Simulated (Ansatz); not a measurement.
# Abstraction of Cl: C2H5Cl2Ga + NbCl4 → C2H5ClGa + NbCl5

Gas-phase species: C2H5Cl2Ga `C[CH2][Ga]([Cl])[Cl]`, singlet; NbCl4 `[Cl][Nb]([Cl])([Cl])[Cl]`, doublet; C2H5ClGa `C[CH2][Ga][Cl]`, doublet; NbCl5 (niobium pentachloride) `[Cl][Nb]([Cl])([Cl])([Cl])[Cl]`, singlet. A radical takes Cl: the energy is the difference in strength between the Ga–Cl bond broken and the Nb–Cl bond made.

Shapes, held fixed at every level: PBE0-D4/def2-TZVP. Flexible molecules stand in one conformer, not always the lowest. Programs: Ansatz 0.2.0. Electronic energies: no zero-point or thermal term.

```
               level                   kind  ΔE (kJ/mol)  less CCSD(T)/def2-TZVPP
        MP2/def2-SVP    perturbation theory       +125.3                    -34.3
   PBE-D4/def2-TZVPP                    GGA       +103.4                    -56.2
r2SCAN-D4/def2-TZVPP               meta-GGA       +118.6                    -41.0
 B3LYP-D4/def2-TZVPP          global hybrid       +138.1                    -21.5
 BHLYP-D4/def2-TZVPP          global hybrid       +191.5                    +31.9
   B2PLYP/def2-TZVPP          double hybrid       +139.0                    -20.6
       CCSD/def2-SVP  coupled cluster or CI       +185.4                    +25.8
  CCSD(T)/def2-TZVPP  coupled cluster or CI       +159.6                      0.0
```

The highest level, CCSD(T)/def2-TZVPP, gives ΔE = +159.6 kJ/mol; the levels span +103.4 to +191.5. The column of differences is taken from that level and isn't an error. No measured value is set beside it here. Open shells run unrestricted. For atoms past krypton def2 sets carry core potentials with scalar relativity. Relativity is left out for Ga. Outer-core shells of Ga, Nb are correlated, in sets that cover them unevenly.

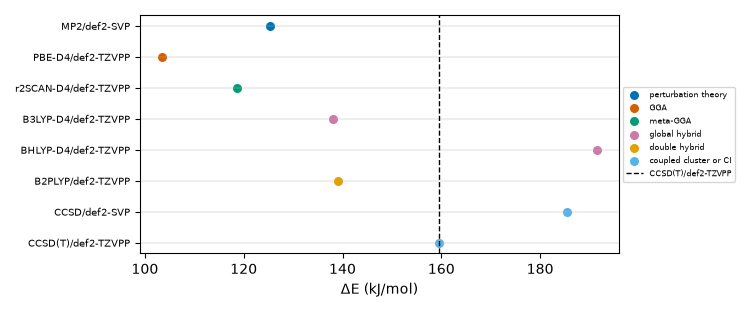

The values of the table, level by level.
